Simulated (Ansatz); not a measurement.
## Electronic structure of CO3Si in real space

```xyz
5

C     0.0584   -1.5315   -1.2437
O     0.3356   -0.7216   -0.1347
O     0.5339   -1.4812   -2.3351
O    -0.9138   -2.4149   -0.7570
Si   -0.8377   -1.6263    0.8135
```

Geometry: BLYP-D3(BJ)/def2-SVP.

Theory: isolated molecule in a Gaussian basis; Kohn-Sham density functional theory, functional PBE0 in Ansatz.

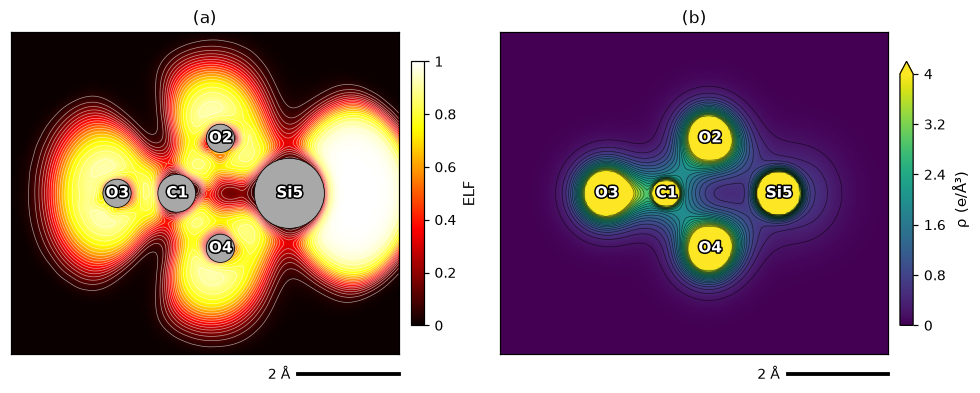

Figure 1. (a) electron localisation function; (b) total electron density on the molecular plane. Grey discs cover the atomic cores in the ELF map.

> Describe what can be read from this map.

The section cuts through C, O and Si sites. C–O (1.19 Å): ρ at the midpoint is about 3.6 e/Å³; the ELF peaks at about 0.85 between the atoms (a multiple bond). Si–O (1.76 Å): ρ at the midpoint is about 0.98 e/Å³; the ELF peaks at about 0.85 between the atoms, as expected for a shared but strongly polarised pair. The ELF also peaks beside O4, O3, Si5 and O2, away from the bonds: lone-pair regions.

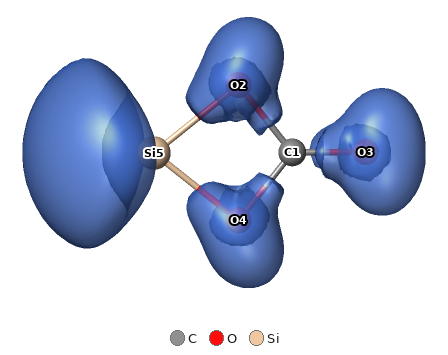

Figure 2. Isosurface of the ELF at 0.75 (blue), seen across its widest extent. Core shells and regions of very low density are left out.

> Describe the localisation domains.

The surface consists of three regions on O in which the atom's valence shell and bonds are merged and one lobe on Si, pointing away from the bonds (lone pairs).

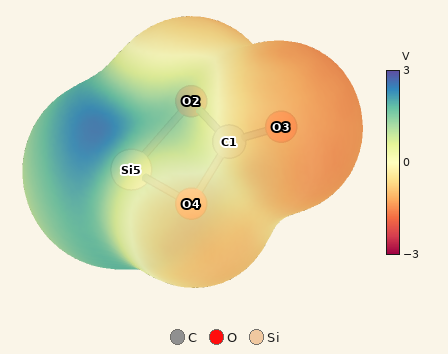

Figure 3. The molecular electrostatic potential painted on the density surface at 0.002 e/bohr³, seen at a tilt; red is negative and blue positive.

> Where is the surface potential most negative and most positive?

The most negative region (about −1.4 V) lies over O3, the most positive (about +2.5 V) over Si5. O3 is the likeliest acceptor of a hydrogen bond.
